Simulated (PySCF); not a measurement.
# SiSe₂⁻: structure of the doublet

Aim: relax SiSe₂⁻ as a doublet from a bent start, check by its vibrations whether the end is a minimum, and collect its spectrum and constants.

The runs use PySCF 2.14.0; B3LYP, basis Si def2-SVPD, Se def2-SVPD, no relativity, density fitting.

### Step 1. Starting geometry

3 atoms, charge -1, spin multiplicity 2.

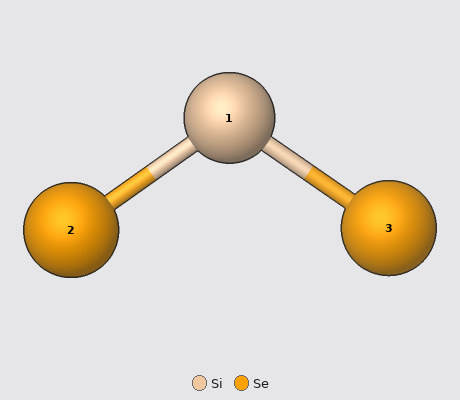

As it starts; silicon light orange, selenium orange; atoms are numbered from 1 in the order of the file.

```xyz
3
charge -1 multiplicity 2
Si    0.0000    0.0000   -1.0446
Se    1.7530    0.0000    0.1829
Se   -1.7530    0.0000    0.1829
```

### Step 2. Relaxation: bent start, doublet

The steps below are one call of a driver around PySCF. For each, scf.py gives the equivalent set-up of the SCF; relaxations use the driver's own optimiser. Before each start the driver seeks the lowest SCF state from one or more starting densities and follows internal instabilities, so scf.py alone need not reach the same state.

The program finds C2v symmetry in the start, which this walk keeps. The walk stops when the largest gradient is under 0.0003 Eh/bohr and the energy has settled too.

Contents of scf.py:

```python
from pyscf import gto, scf, dft
mol = gto.M(atom='''
Si     0.000000     0.000000    -1.044647
Se     1.753000    -0.000000     0.182853
Se    -1.753000     0.000000     0.182853''',
    basis={'Si': 'def2-SVPD', 'Se': 'def2-SVPD'},
    charge=-1, spin=1)
mf = dft.UKS(mol, xc='B3LYP')
mf.grids.atom_grid = (50, 194)
aux = {'Si': 'def2-universal-JKFIT', 'Se': 'def2-universal-JKFIT'}
mf = mf.density_fit(auxbasis=aux)
mf.kernel()
```

Steps of the walk:

| step | energy (Eh) | change (kJ/mol) | largest symmetric gradient (Eh/bohr) |
| --- | --- | --- | --- |
| 0 | -5092.126469 | 0.00 | 0.03103 |
| 1 | -5092.136899 | -27.39 | 0.01023 |
| 2 | -5092.141019 | -38.20 | 0.00752 |
| 3 | -5092.141414 | -39.24 | 0.00373 |
| 4 | -5092.141497 | -39.46 | 0.00105 |
| 5 | -5092.141505 | -39.48 | 0.00007 |

The walk ran for 20 s (4 threads, shared host).

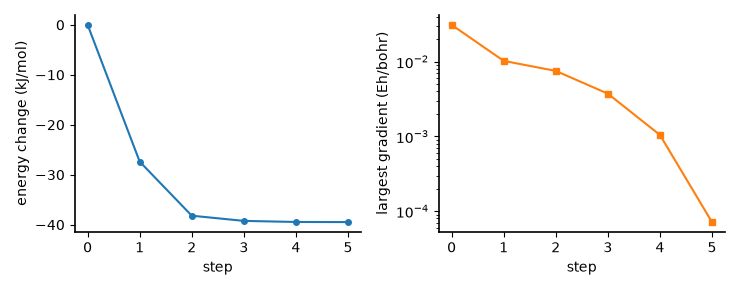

How energy and gradient fall.

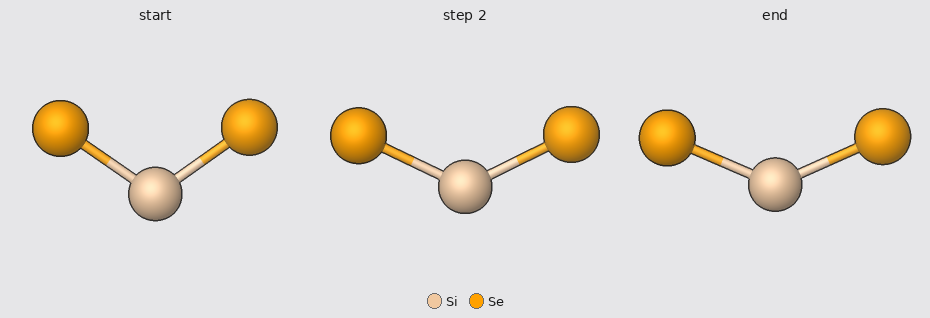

Start and end of the relaxation, with a step between.

After 5 steps and 39.5 kJ/mol it ends at C2v: Si–Se 2.185 Å (×2); Se–Si–Se 132.6°.

### Step 3. Hessian and properties

On the finer grid the gradient is checked again; gradients at displacements of ±0.01 bohr then give force constants and infrared intensities.

Edit scf.py of step 2 so:

```diff
@@ -3,3 +3,3 @@
-Si     0.000000     0.000000    -1.044647
-Se     1.753000    -0.000000     0.182853
-Se    -1.753000     0.000000     0.182853''',
+Si     0.000000    -0.000000    -0.744616
+Se     2.001476    -0.000000     0.129325
+Se    -2.001476     0.000000     0.129325''',
@@ -9 +9 @@
-mf.grids.atom_grid = (50, 194)
+mf.grids.atom_grid = (75, 302)
```

This SCF starts from the last density.

SCF at the final geometry:

```text
init E= -5092.14151309004
[... the frontier-level lines of each cycle are left out ...]
cycle= 1 E= -5092.14151308973  delta_E= 3.09e-10  |g|= 2.82e-05  |ddm|= 7.53e-05
cycle= 2 E= -5092.14151308827  delta_E= 1.45e-09  |g|= 5.1e-05  |ddm|= 0.000117
cycle= 3 E= -5092.14151309026  delta_E= -1.98e-09  |g|= 9.28e-06  |ddm|= 8.35e-05
cycle= 4 E= -5092.1415130903  delta_E= -3.82e-11  |g|= 5.66e-07  |ddm|= 1.24e-05
Extra cycle  E= -5092.1415130903  delta_E= -4.55e-12  |g|= 1.19e-06  |ddm|= 2.94e-06
converged SCF energy = -5092.1415130903  <S^2> = 0.75522208  2S+1 = 2.0052153
```

The whole step took 48 s.

Geometry: C2v; Si–Se 2.184 Å (×2); Se–Si–Se 132.8°.

Modes, for the most abundant isotopes:

```json
{"symmetry": "a1", "ω (cm⁻¹)": "130", "IR (km/mol)": "0.1", "μ (u)": "52.83"}
{"symmetry": "a1", "ω (cm⁻¹)": "339", "IR (km/mol)": "0.3", "μ (u)": "38.66"}
{"symmetry": "b2", "ω (cm⁻¹)": "532", "IR (km/mol)": "169", "μ (u)": "31.51"}
```

All wavenumbers are real: a minimum.

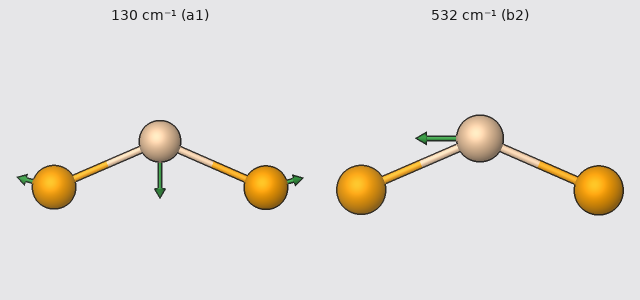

Displacements of 2 of the modes, as arrows (one member where a mode is degenerate).

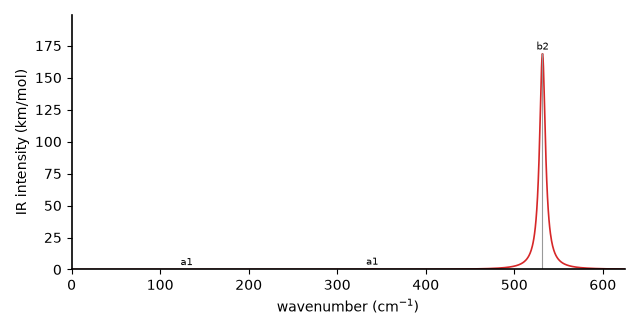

The harmonic infrared spectrum (widths in cm⁻¹). Lines are broadened to a width of 8 cm⁻¹ (Lorentzian).

Constants and moments:

- Dipole moment about the centre of mass: 0.07 D
- Highest occupied level: -0.93 eV
- Lowest empty level: 1.10 eV
- Rotational constants: 0.927, 0.02633, 0.0256 cm⁻¹
- Zero-point energy: 6.0 kJ/mol
- Principal polarisabilities: 86.7, 100.3, 183.8 bohr³
- Principal traceless quadrupole moments about the centre of mass: -19.53, 8.32, 11.21 D Å
- Entropy at 298.15 K and 1 bar (electronic part: spin only): 308.4 J/(mol K)
- Heat capacity Cp at 298.15 K: 52.9 J/(mol K)
- Enthalpy at 298.15 K above 0 K: 13.21 kJ/mol
- Rotational symmetry number: 2
- Spin squared ⟨S²⟩: 0.755

Charges (e) and bond orders:

```tsv
atom	Mulliken	Löwdin	polar tensor	spin (Mulliken)	Mayer order to Si1
Si1	0.07	-0.29	0.53	0.51	–
Se2,3	-0.53	-0.36	-0.77	0.24	1.80
```

Mulliken populations on Si1: s 5.53, p 8.04, d 0.37.

### Step 4. Results

| quantity | value |
| --- | --- |
| minimum | doublet, C2v |
| geometry | Si–Se 2.184 Å (×2); Se–Si–Se 132.8° |
| wavenumbers (cm⁻¹) | 130 (a1), 339 (a1), 532 (b2) |
| dipole moment (centre of mass) | 0.07 D |
| highest occupied, lowest empty level (either spin) | -0.93, 1.10 eV |
| polar-tensor charge of Si1 | +0.53 e |
| zero-point energy | 6.0 kJ/mol |
| entropy at 298.15 K | 308.4 J/(mol K) |
| ⟨S²⟩ | 0.755 |

What this shows: The bent start keeps its C2v symmetry and ends in a minimum. In the infrared the band at 532 cm⁻¹ (b2) leads. Most of the spin sits on Si1 (Mulliken spin 0.51, against 1 for the whole molecule). Other starts or spin states, not run here, may lie lower.

The search up to here took 74 s.
